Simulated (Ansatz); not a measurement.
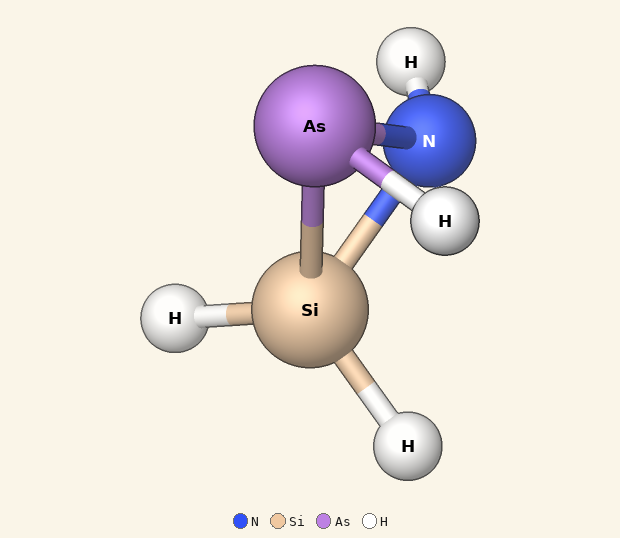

Geometry: atoms displaced at random (about 0.03 Å) from a stationary point of GFN2-xTB. Program: Ansatz 0.2.0.

Tabulate dipole (D) at these levels: B3LYP-D4/def2-TZVPP; PBE-D4/def2-TZVPP; PBE0-D4/def2-TZVPP; RHF-CCSD(T) (frozen core)/def2-TZVPP; SPW92 (LDA)/def2-TZVPP; r2SCAN-D4/def2-TZVPP; ωB97M-V/def2-TZVPP.

```
                               level  dipole (D)
                 B3LYP-D4/def2-TZVPP        1.24
                   PBE-D4/def2-TZVPP        1.07
                  PBE0-D4/def2-TZVPP        1.18
RHF-CCSD(T) (frozen core)/def2-TZVPP        1.22
              SPW92 (LDA)/def2-TZVPP        1.09
                r2SCAN-D4/def2-TZVPP        1.15
                  ωB97M-V/def2-TZVPP        1.30
```
